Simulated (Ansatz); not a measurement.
The starting structures come from a database of crystals and need not be the phases stable at ambient conditions.

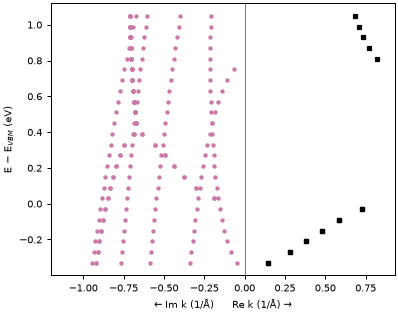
Complex bands at the centre of the two-dimensional zone; r2SCAN (Ansatz, a first-principles code)

No gap correction and no spin-orbit coupling; mid-gap values are interpolated between computed energies.

Question: This is Ca2Si (Fm-3m, not sure to be the ambient phase, 3 atoms a cell, 30.7 Å³ an atom) along the normal of (001). Read off the slowest decay at the centre of the two-dimensional zone at 0.39 eV, the computed energy nearest the middle of the gap.

Answer: κ ≈ 0.20 1/Å, a decay length 1/(2κ) of the density of 2.5 Å.
